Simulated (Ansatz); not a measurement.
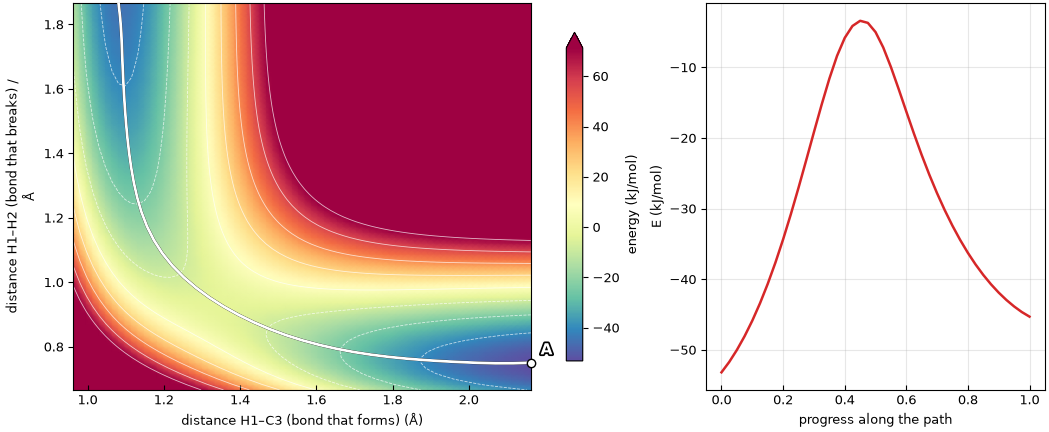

The reacting system CH₄F (fragments H₂ + CH₂F where the first distance is long, CH₃F + H where the second is long), spin multiplicity 2. Coordinates scanned: (1) distance H1–C3 (bond that forms); (2) distance H1–H2 (bond that breaks). Relaxed at each point: all other coordinates. The grid has 13 × 13 points. Points are written as (first, second). Energies are in kJ/mol, from a guessed transition structure relaxed with its forming and breaking bonds held. These are results of Ansatz, UKS BHLYP-D4/def2-TZVP, not measurements.

Drawn: a smooth colour map with a few white contour lines, a line along the lowest path, one colour for all values above the top of the scale, the energy along the path at the right, the start A. Between grid points the surface is interpolated.

### Describe the path and its barrier.

The easiest path runs from the side where the first distance is long, about (2.16 Å, 0.75 Å), to the side where the second distance is long, (1.091 Å, 1.866 Å). Its highest point, at about (1.36 Å, 0.92 Å), lies about 50 kJ/mol above the start and 42 kJ/mol above the end on the interpolated surface. An end on the edge of the scan is no minimum, so the barrier from there is a lower bound.
